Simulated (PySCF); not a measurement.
C₁₀H₈Se, SMILES c1cc(ccc1)-c1[se]ccc1, GFN2-xTB optimised geometry. Atoms within 1.6 Å of the plane z = 0.0 Å (x, y, z in Å): C1 (2.08, -2.76, -0.01), C2 (2.56, -1.48, -0.25), C3 (1.70, -0.40, -0.24), C4 (0.33, -0.57, 0.00), C5 (-0.56, 0.57, 0.00), C6 (-1.93, 0.57, 0.00), C7 (-2.54, 1.84, 0.00), C8 (-1.68, 2.89, 0.00), Se9 (0.09, 2.34, 0.00), C10 (-0.14, -1.86, 0.25), C11 (0.73, -2.94, 0.24), H12 (2.75, -3.60, -0.01), H13 (3.61, -1.33, -0.44), H14 (2.08, 0.59, -0.43), H15 (-2.52, -0.33, -0.01), H16 (-3.61, 1.97, -0.01), H17 (-1.93, 3.93, 0.00), H18 (-1.18, -2.03, 0.46), H19 (0.34, -3.93, 0.43).

Level of theory: PBE/def2-SVP in PySCF. Cells within 0.4 Å of a nucleus heavier than hydrogen are left out (blank, or x).

Map of the log10 of the electron density (e/bohr³), floored at −4 on the plane z = 0.0 Å:

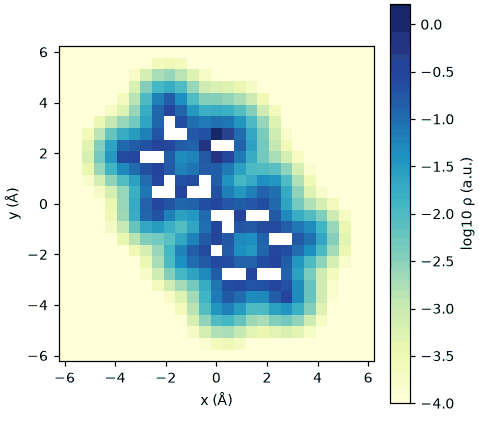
Log10 of the electron density (e/bohr³), floored at −4 on the plane z = 0.0 Å.
